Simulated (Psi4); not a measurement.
# HCl: frequency calculation (part 3 of 3)

Continued. System: HCl, SMILES Cl. Method: PBE0/def2-SVP, RKS, dispersion D4 (Psi4 1.11). The geometry was optimised with PBE0/def2-SVP.

Geometry of the input (Å):
```
Cl 0.5462  -0.1786  0.2809
H  -0.5517  0.1804  -0.2838
```

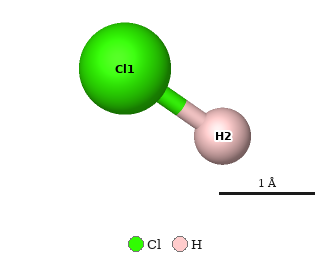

Fig. 1: The structure (ball-and-stick view, seen at an oblique angle; atoms are numbered from 1 in the order of the input).

**What the program printed, continued**
```
         ------------------------------------------------------------
                                   SCF GRAD
         ------------------------------------------------------------

  ==> Geometry <==

    Molecular point group: cs
    Full point group: C_inf_v

    Geometry (in Bohr), charge = 0, multiplicity = 1:

       Center              X                  Y                   Z               Mass
    ------------   -----------------  -----------------  -----------------  -----------------
         CL          -0.000141517893     0.000000000000    -0.068061881052    34.968852682000
         H            0.004910295150     0.000000000000     2.361566557353     1.007825032230

  Nuclear repulsion =    6.996939525153090

   => Molecular Quadrature <=

    Radial Scheme          =       TREUTLER
    Pruning Scheme         =           NONE
    Nuclear Scheme         =       TREUTLER

    Blocking Scheme        =         OCTREE
    BS radius alpha        =              1
    Pruning alpha          =              1
    Radial Points          =             75
    Spherical Points       =            302
    Total Points           =          42355
    Total Blocks           =            372
    Max Points             =            250
    Max Functions          =             23
    Weights Tolerance      =       1.00E-15

  -Total Gradient:
     Atom            X                  Y                   Z
    ------   -----------------  -----------------  -----------------
       1       -0.000000624316     0.000000000000    -0.000300259668
       2        0.000000630458     0.000000000000     0.000303213686

	total time  =          0 seconds =       0.00 minutes

    Psi4 run time: 0:00:00.75

    -----------------------------------------------------------------------
                               Psi4 1.11 release

    h
    h
    h

    -----------------------------------------------------------------------

    Memory:     1.5 GiB
    Threads:    1
                ecpint, einsums, f̶o̶r̶t̶e̶, gauxc, gcp, g̶d̶m̶a̶, geometric, g̶p̶u̶_̶d̶f̶c̶c̶,
                i̶n̶t̶e̶g̶r̶a̶t̶o̶r̶x̶x̶, i̶p̶i̶, libefp, m̶d̶i̶, m̶p̶2̶d̶, m̶r̶c̶c̶, ooo,
                o̶p̶e̶n̶f̶e̶r̶m̶i̶o̶n̶p̶s̶i̶4̶, pcmsolver, p̶s̶i̶4̶f̶o̶c̶k̶c̶i̶, p̶s̶i̶x̶a̶s̶,
                p̶y̶e̶i̶n̶s̶u̶m̶s̶, r̶e̶s̶p̶, s̶i̶m̶i̶n̶t̶, s̶n̶s̶m̶p̶2̶,
                v̶2̶r̶d̶m̶_̶c̶a̶s̶s̶c̶f̶

gradient() will perform analytic gradient computation.

  ==> Geometry <==

    Molecular point group: cs
    Full point group: C_inf_v

    Geometry (in Bohr), charge = 0, multiplicity = 1:

       Center              X                  Y                   Z               Mass
    ------------   -----------------  -----------------  -----------------  -----------------
         CL           0.000000000000    -0.000141517893    -0.068061881052    34.968852682000
         H            0.000000000000     0.004910295150     2.361566557353     1.007825032230

  Running in cs symmetry.

  Rotational constants: A = ************  B =     10.41039  C =     10.41039 [cm^-1]
  Rotational constants: A = ************  B = 312095.75584  C = 312095.75584 [MHz]
  Nuclear repulsion =    6.996939525153090

  Charge       = 0
  Multiplicity = 1
  Electrons    = 18
  Nalpha       = 9
  Nbeta        = 9

   => Molecular Quadrature <=

    Radial Scheme          =       TREUTLER
    Pruning Scheme         =           NONE
    Nuclear Scheme         =       TREUTLER

    Blocking Scheme        =         OCTREE
    BS radius alpha        =              1
    Pruning alpha          =              1
    Radial Points          =             75
    Spherical Points       =            302
    Total Points           =          42355
    Total Blocks           =            372
    Max Points             =            254
    Max Functions          =             23
    Weights Tolerance      =       1.00E-15

   => Auxiliary Basis Set <=

  Basis Set: (DEF2-SVP AUX)
    Blend: DEF2-UNIVERSAL-JKFIT
    Number of shells: 44
    Number of basis functions: 146
    Number of Cartesian functions: 175
    Spherical Harmonics?: true
    Max angular momentum: 4

  Cached 100.0% of DFT collocation blocks in 0.026 [GiB].

  Minimum eigenvalue in the overlap matrix is 5.5356643051E-02.
  Reciprocal condition number of the overlap matrix is 1.8078719033E-02.
    Using symmetric orthogonalization.

  ==> Iterations <==

                           Total Energy        Delta E     RMS |[F,P]|

   @DF-RKS iter SAD:  -460.40580006479610   -4.60406e+02   0.00000e+00
   @DF-RKS iter   1:  -460.48592809967005   -8.01280e-02   9.93957e-03 DIIS/ADIIS
   @DF-RKS iter   2:  -460.49328152860937   -7.35343e-03   7.51768e-03 DIIS/ADIIS
   @DF-RKS iter   3:  -460.50225828423356   -8.97676e-03   4.46404e-04 DIIS/ADIIS
   @DF-RKS iter   4:  -460.50229500400576   -3.67198e-05   7.58172e-05 DIIS
   @DF-RKS iter   5:  -460.50229607063562   -1.06663e-06   1.79986e-06 DIIS
   @DF-RKS iter   6:  -460.50229607137896   -7.43341e-10   2.21737e-07 DIIS
   @DF-RKS iter   7:  -460.50229607138982   -1.08571e-11   1.64996e-08 DIIS
   @DF-RKS iter   8:  -460.50229607138988   -5.68434e-14   1.41705e-09 DIIS
  Energy and wave function converged.

  ==> Post-Iterations <==

   Electrons on quadrature grid:
      Ntotal   =   17.9999999766 ; deviation = -2.345e-08

    Orbital Energies [Eh]
    ---------------------

    Doubly Occupied:

       1Ap  -101.675416     2Ap    -9.527024     3Ap    -7.268516
       1App   -7.258421     4Ap    -7.258421     5Ap    -0.853317
       6Ap    -0.474567     7Ap    -0.331570     2App   -0.331570

    Virtual:

       8Ap     0.032786     9Ap     0.342495    10Ap     0.540824
       3App    0.702719    11Ap     0.702719    12Ap     0.794300
       4App    0.794300    13Ap     0.866260    14Ap     0.887998
       5App    0.887998    15Ap     1.164238     6App    1.571064
      16Ap     1.571064    17Ap     2.267513

    Final Occupation by Irrep:
             Ap   App
    DOCC [     7,    2 ]
    NA   [     7,    2 ]
    NB   [     7,    2 ]

  @DF-RKS Final Energy:  -460.50229607138988

   => Energetics <=

    Nuclear Repulsion Energy =              6.9969395251530901
    One-Electron Energy =                -649.8539742505419099
    Two-Electron Energy =                 203.8427769682410258
    DFT Exchange-Correlation Energy =     -21.4878698809827071
    Empirical Dispersion Energy =          -0.0001684332592952
    VV10 Nonlocal Energy =                  0.0000000000000000
    Total Energy =                       -460.5022960713898783

Computation Completed

Properties will be evaluated at   0.000000,   0.000000,   0.000000 [a0]

Properties computed using the SCF density matrix

 Multipole Moments:

 ------------------------------------------------------------------------------------
     Multipole            Electronic (a.u.)      Nuclear  (a.u.)        Total (a.u.)
 ------------------------------------------------------------------------------------

 L = 1.  Multiply by 2.5417464519 to convert [e a0] to [Debye]
 Dipole X            :          0.0000000            0.0000000            0.0000000
 Dipole Y            :         -0.0013773            0.0025045            0.0011271
 Dipole Z            :         -0.6624216            1.2045146            0.5420930
 Magnitude           :                                                    0.5420942

 ------------------------------------------------------------------------------------

	total time  =          1 seconds =       0.02 minutes

         ------------------------------------------------------------
                                   SCF GRAD
         ------------------------------------------------------------

  ==> Geometry <==

    Molecular point group: cs
    Full point group: C_inf_v

    Geometry (in Bohr), charge = 0, multiplicity = 1:

       Center              X                  Y                   Z               Mass
    ------------   -----------------  -----------------  -----------------  -----------------
         CL           0.000000000000    -0.000141517893    -0.068061881052    34.968852682000
         H            0.000000000000     0.004910295150     2.361566557353     1.007825032230

  Nuclear repulsion =    6.996939525153090

   => Molecular Quadrature <=

    Radial Scheme          =       TREUTLER
    Pruning Scheme         =           NONE
    Nuclear Scheme         =       TREUTLER

    Blocking Scheme        =         OCTREE
    BS radius alpha        =              1
    Pruning alpha          =              1
    Radial Points          =             75
    Spherical Points       =            302
    Total Points           =          42355
    Total Blocks           =            372
    Max Points             =            254
    Max Functions          =             23
    Weights Tolerance      =       1.00E-15

  -Total Gradient:
     Atom            X                  Y                   Z
    ------   -----------------  -----------------  -----------------
       1        0.000000000000    -0.000000624311    -0.000300257382
       2        0.000000000000     0.000000630453     0.000303211400

	total time  =          0 seconds =       0.00 minutes

    Psi4 run time: 0:00:00.73

  //>>>>>>>>>>>>>>>>>>>>>>>>>>>>>>>>>>>//
  //      FiniteDifference Results     //
  //<<<<<<<<<<<<<<<<<<<<<<<<<<<<<<<<<<<//

  Computing second-derivative from gradients using projected,
  symmetry-adapted, cartesian coordinates.

  5 gradients passed in, including the reference geometry.
  Generating complete list of displacements from unique ones.

    Operation 2 takes plus displacements of irrep B1 to minus ones.
    Operation 2 takes plus displacements of irrep B2 to minus ones.

-------------------------------------------------------------

  ==> Harmonic Vibrational Analysis <==

  non-mass-weighted Hessian:       Symmetric? True   Hermitian? True   Lin Dep Dim?  3 (0)
  projection of translations (True) and rotations (True) removed 5 degrees of freedom (5)
  total projector:                 Symmetric? True   Hermitian? True   Lin Dep Dim?  5 (5)
  mass-weighted Hessian:           Symmetric? True   Hermitian? True   Lin Dep Dim?  3 (0)
  pre-proj  low-frequency mode:    0.0000i [cm^-1]
  pre-proj  low-frequency mode:    0.0000i [cm^-1]
  pre-proj  low-frequency mode:    0.0000  [cm^-1]
  pre-proj  low-frequency mode:   58.0130  [cm^-1]
  pre-proj  low-frequency mode:   58.0132  [cm^-1]
  pre-proj  all modes:['0.0000i' '0.0000i' '0.0000' '58.0130' '58.0132' '3012.8305']
  projected mass-weighted Hessian: Symmetric? True   Hermitian? True   Lin Dep Dim?  5 (5)
  post-proj low-frequency mode:    0.0000i [cm^-1] (TR)
  post-proj low-frequency mode:    0.0000i [cm^-1] (TR)
  post-proj low-frequency mode:    0.0000i [cm^-1] (TR)
  post-proj low-frequency mode:    0.0000  [cm^-1] (TR)
  post-proj low-frequency mode:    0.0000  [cm^-1] (TR)
  post-proj  all modes:['0.0000i' '0.0000i' '0.0000i' '0.0000' '0.0000' '3012.8305']

  Vibration                       6
  Freq [cm^-1]                3012.8305
  Irrep                           A1
  Reduced mass [u]              1.0360
  Force const [mDyne/A]         5.5407
  Turning point v=0 [a0]        0.1964
  RMS dev v=0 [a0 u^1/2]        0.1414
  IR activ [km/mol]            37.2737
  Char temp [K]               4334.7923
  ----------------------------------------------------------------------------------
      1   CL               0.00  0.00 -0.03
      2   H                0.00  0.00  1.00

  ==> Thermochemistry Components <==

  Entropy, S
    Electronic S                             0.000 [cal/(mol K)]        0.000 [J/(mol K)]       0.00000000 [mEh/K] (multiplicity = 1)
    Translational S                         36.671 [cal/(mol K)]      153.430 [J/(mol K)]       0.05843851 [mEh/K] (mol. weight = 35.9767 [u], P = 101325.00 [Pa])
    Rotational S                             7.931 [cal/(mol K)]       33.183 [J/(mol K)]       0.01263872 [mEh/K] (symmetry no. = 1)
    Vibrational S                            0.000 [cal/(mol K)]        0.000 [J/(mol K)]       0.00000002 [mEh/K]
  Total S                                   44.602 [cal/(mol K)]      186.613 [J/(mol K)]       0.07107725 [mEh/K]
  Correction S                               0.000 [cal/(mol K)]        0.000 [J/(mol K)]       0.00000000 [mEh/K]

  Constant volume heat capacity, Cv
    Electronic Cv                            0.000 [cal/(mol K)]        0.000 [J/(mol K)]       0.00000000 [mEh/K]
    Translational Cv                         2.981 [cal/(mol K)]       12.472 [J/(mol K)]       0.00475022 [mEh/K]
    Rotational Cv                            1.987 [cal/(mol K)]        8.314 [J/(mol K)]       0.00316681 [mEh/K]
    Vibrational Cv                           0.000 [cal/(mol K)]        0.001 [J/(mol K)]       0.00000032 [mEh/K]
  Total Cv                                   4.968 [cal/(mol K)]       20.787 [J/(mol K)]       0.00791735 [mEh/K]
  Correction Cv                              0.000 [cal/(mol K)]        0.000 [J/(mol K)]       0.00000000 [mEh/K]

  Constant pressure heat capacity, Cp
    Electronic Cp                            0.000 [cal/(mol K)]        0.000 [J/(mol K)]       0.00000000 [mEh/K]
    Translational Cp                         4.968 [cal/(mol K)]       20.786 [J/(mol K)]       0.00791703 [mEh/K]
    Rotational Cp                            1.987 [cal/(mol K)]        8.314 [J/(mol K)]       0.00316681 [mEh/K]
    Vibrational Cp                           0.000 [cal/(mol K)]        0.001 [J/(mol K)]       0.00000032 [mEh/K]
  Total Cp                                   6.955 [cal/(mol K)]       29.101 [J/(mol K)]       0.01108416 [mEh/K]
  Correction Cp                              0.000 [cal/(mol K)]        0.000 [J/(mol K)]       0.00000000 [mEh/K]

  ==> Thermochemistry Energy Analysis <==

  Raw electronic energy, E_e
  Total E_e, Electronic energy at well bottom                                          -460.50229607 [Eh]

  Zero-point vibrational energy, ZPVE = Sum_i omega_i / 2,  E_0 = E_e + ZPVE
    Vibrational ZPVE                         4.307 [kcal/mol]       18.021 [kJ/mol]       0.00686373 [Eh]        1506.415 [cm^-1]
  Correction ZPVE to E_e                     4.307 [kcal/mol]       18.021 [kJ/mol]       0.00686373 [Eh]        1506.415 [cm^-1]
  Total E_0, Enthalpy at 0 [K]                                                         -460.49543234 [Eh]
  *** Absolute enthalpy, not an enthalpy of formation ***

  Thermal (internal) energy, E (includes ZPVE and finite-temperature corrections)
    Electronic contrib to E beyond E_e       0.000 [kcal/mol]        0.000 [kJ/mol]       0.00000000 [Eh]
    Translational contrib to E               0.889 [kcal/mol]        3.718 [kJ/mol]       0.00141628 [Eh]
    Rotational contrib to E                  0.592 [kcal/mol]        2.479 [kJ/mol]       0.00094418 [Eh]
    Vibrational contrib to E                 4.307 [kcal/mol]       18.021 [kJ/mol]       0.00686374 [Eh]
  Correction E                               5.788 [kcal/mol]       24.218 [kJ/mol]       0.00922420 [Eh]
  Total E, Thermal (internal) energy at  298.15 [K]                                    -460.49307187 [Eh]

  Enthalpy, H_trans = E_trans + k_B * T = E_trans + P * V
    Electronic contrib to H beyond E_e       0.000 [kcal/mol]        0.000 [kJ/mol]       0.00000000 [Eh]
    Translational contrib to H               1.481 [kcal/mol]        6.197 [kJ/mol]       0.00236046 [Eh]
    Rotational contrib to H                  0.592 [kcal/mol]        2.479 [kJ/mol]       0.00094418 [Eh]
    Vibrational contrib to H                 4.307 [kcal/mol]       18.021 [kJ/mol]       0.00686374 [Eh]
  Correction H                               6.381 [kcal/mol]       26.697 [kJ/mol]       0.01016839 [Eh]
  Total H, Enthalpy at  298.15 [K]                                                     -460.49212769 [Eh]
  *** Absolute enthalpy, not an enthalpy of formation ***

  Gibbs free energy, G = H - T * S
    Electronic contrib to G beyond E_e       0.000 [kcal/mol]        0.000 [kJ/mol]       0.00000000 [Eh]
    Translational contrib to G              -9.452 [kcal/mol]      -39.548 [kJ/mol]      -0.01506298 [Eh]
    Rotational contrib to G                 -1.772 [kcal/mol]       -7.415 [kJ/mol]      -0.00282405 [Eh]
    Vibrational contrib to G                 4.307 [kcal/mol]       18.021 [kJ/mol]       0.00686373 [Eh]
  Correction G                              -6.917 [kcal/mol]      -28.942 [kJ/mol]      -0.01102330 [Eh]
  Total G, Gibbs energy at  298.15 [K]                                                 -460.51331937 [Eh]
  *** Absolute Gibbs energy, not a free energy of formation ***

[set-up sections that repeat, and orbital energies of the middle runs, are left out above]
```

**Standard output**
```
total energy -460.50229607 hartree = -12530.90573 eV
ZPVE: 0.00686373 Eh
ENTHALPY: -460.49212769 Eh
GIBBS FREE ENERGY: -460.51331937 Eh
CURRENT ENERGY                                   -460.5022960730
CURRENT REFERENCE ENERGY                         -460.5022960730
DD SOLVATION ENERGY                                 0.0000000000
DFT FUNCTIONAL TOTAL ENERGY                      -460.5021276399
DFT TOTAL ENERGY                                 -460.5022960730
DFT VV10 ENERGY                                     0.0000000000
DFT XC ENERGY                                     -21.4878705789
DISPERSION CORRECTION ENERGY                       -0.0001684332
ENTHALPY                                         -460.4921276875
ENTHALPY CORRECTION                                 0.0101683855
FINDIF NUMBER                                       5.0000000000
GIBBS FREE ENERGY                                -460.5133193699
GIBBS FREE ENERGY CORRECTION                       -0.0110232968
GRID ELECTRONS ALPHA                                8.9999999883
GRID ELECTRONS BETA                                 8.9999999883
GRID ELECTRONS TOTAL                               17.9999999766
NUCLEAR REPULSION ENERGY                            6.9969546501
ONE-ELECTRON ENERGY                              -649.8540026881
PBE0-D4(BJ,EEQ)ATM DISPERSION CORRECTION ENERGY      -0.0001684332
PCM POLARIZATION ENERGY                             0.0000000000
PE ENERGY                                           0.0000000000
SCF ITERATION ENERGY                             -460.5022960730
SCF ITERATIONS                                      8.0000000000
SCF TOTAL ENERGY                                 -460.5022960730
THERMAL ENERGY                                   -460.4930718721
THERMAL ENERGY CORRECTION                           0.0092242010
TWO-ELECTRON ENERGY                               203.8427909771
ZERO K ENTHALPY                                  -460.4954323401
ZPVE                                                0.0068637329
```

**Summary**

| quantity | value |
| --- | --- |
| outcome | converged |
| total energy | −460.502296 hartree |
| dispersion energy | −0.000168 hartree |
| zero-point energy | 0.006864 hartree |
| dipole moment | 1.38 D |
| wavenumbers, lowest and highest | 3013 cm⁻¹ |
| wall time | 6.9 s |
| peak memory | 0.25 GiB |
